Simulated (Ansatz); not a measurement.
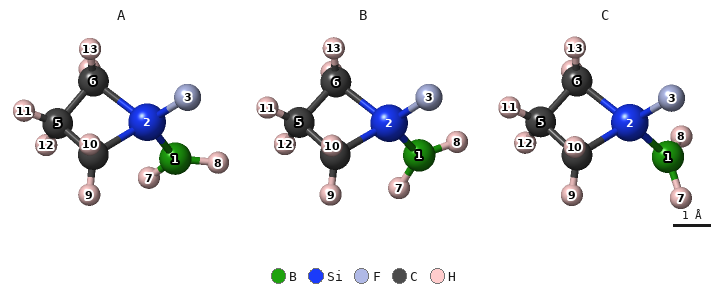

3 geometries from a converged minimum-energy path of C₃H₈BFSi, shuffled. A ball-and-stick model, seen at a tilt.

These are results of Ansatz 0.2.0, RKS LDA/STO-3G, not measurements. Run with 5 movable images; climbing image; force threshold 0.05 eV/Å; iteration limit 60; starting path by image-dependent pair potential.

### One of them is the converged climbing image. Which?

C. In order along the path, whose images run from 0 to 6: C (image 3, +0.105 eV), B (image 5, +0.020 eV), A (image 6, 0.000 eV). The motion is a rotation about the B–Si bond by about 180°. No bond forms or breaks between the ends. Bond angles that change up to the highest image, for instance: B–Si–F 114.8° → 104.8°, B–Si–C 113.6° → 120.0°.

Limits of the set-up: STO-3G is a minimal basis, so the numbers are rough.

The run took 92 s on 1 thread of Arm Neoverse V1, with other jobs on the host, peak memory 0.1 GiB.
